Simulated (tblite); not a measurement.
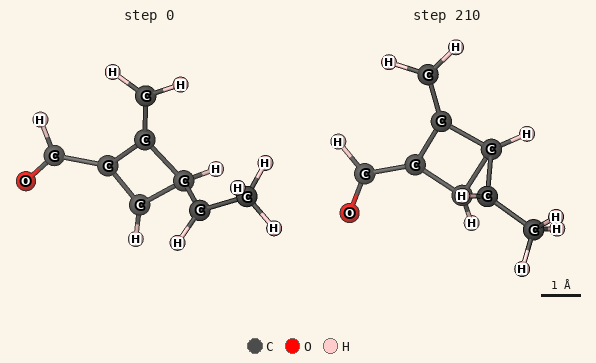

The structure of C$_{8}$H$_{9}$O (multiplicity 2) before (left) and after (right) a relaxation, at one scale.

The picture is a ball-and-stick view, seen at a tilt.

The calculation used GFN2-xTB geometry optimisation, gas phase (tblite 0.8.0). 

### What changed between the two?

The largest move after the best rigid fit is that of an H atom, 2.01 Å. By element the largest moves are H 2.01 Å, O 1.14 Å, C 1.08 Å. Near-neighbour distances that change, for instance: C–C 2.505 → 1.526 Å, C–C 1.357 → 1.473 Å, C–C 1.463 → 1.417 Å, C–H 1.100 → 1.076 Å. New bonds form, among them: C–C (2.51 → 1.53 Å). Bond angles that change, for instance: C–C–C 113.6° → 60.5°, C–C–H 114.6° → 128.4°, C–C–H 112.6° → 123.6°. The energy falls by 29.0 kcal/mol in 210 geometry steps. The run took 1.5 s on 1 thread of Arm Neoverse V1 (shared host).
